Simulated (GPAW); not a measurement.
Band structure of Cu (Fm-3m, 1 atom in the cell).

```yaml
crystal:
  lattice:
    - [0.00000, 1.77655, 1.77655]
    - [1.77655, 0.00000, 1.77655]
    - [1.77655, 1.77655, 0.00000]
  atoms:
    - { symbol: Cu, position: [0.00000, 0.00000, 0.00000] }
```

Method: PBE, GPAW PAW datasets PBE (gpaw-data 1.0.1) (plane waves; GPAW).

Settings: mode = pw; ecut = 850 eV; xc = PBE; kpts = 21 21 21; mesh shift (steps) = 0 0 0; occupations.name = fermi-dirac; occupations.width = 0.1 eV; nbands = -7; convergence.forces = 0.001 eV/Å; symmetry.symmorphic = false; symmetry.tolerance = 0.0005; maxiter = 100; bandpath_npoints = 40.

The starting cell comes from a database of computed structures (which also holds hypothetical and non-ambient phases and stackings), without a prior relaxation at this level. Its lattice was rescaled by a random factor within 2.5 % of one. Spin polarisation is off.

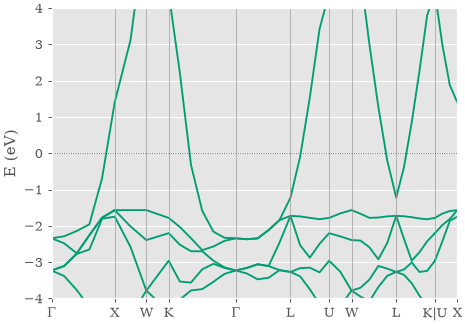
Figure. Bands along the path, energies from the Fermi level.

Levels in eV from the Fermi level, bands 2 to 9:
```tsv
point	2	3	4	5	6	7	8	9
Γ	-3.23	-3.23	-3.23	-2.34	-2.34	23.42	26.23	26.23
X	-4.73	-1.75	-1.57	-1.57	1.40	7.46	13.50	13.50
W	-3.78	-3.78	-2.39	-1.57	6.37	6.37	8.54	9.27
K	-4.36	-2.96	-2.20	-1.78	4.42	5.90	8.21	15.67
L	-3.27	-3.27	-1.72	-1.72	-1.22	4.00	21.77	22.98
U	-4.36	-2.96	-2.20	-1.78	4.42	5.90	8.21	15.67
```

Bands cross the Fermi level along this path, so the cell is metallic at this level.
